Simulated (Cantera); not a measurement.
Charge: 1 mol MgO, 6.2 mol HF, 18 mol O₂, at 2.00e-5 bar.

Method: chemical equilibrium by Gibbs-energy minimisation in Cantera with the NASA 1993 tables (ideal gas, pure condensed phases). Candidate condensed phases: H₂O, Mg, MgF₂, MgO, Mg(OH)₂; 31 gas species. Rates play no part.

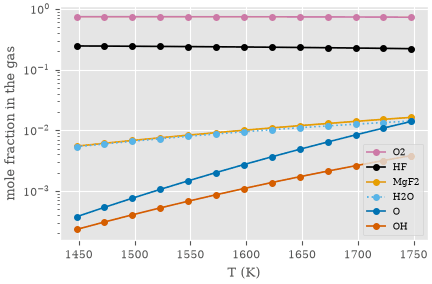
Figure. Equilibrium gas composition (values under 1e-9 drawn at 1e-9)

From 1448 K to 1748 K the condensed part is MgO(s). The main Mg-bearing gas is MgF₂ throughout. The share of Mg in condensed phases is highest at 1448 K (86.8 %) and lowest at 1748 K (59.3 %).
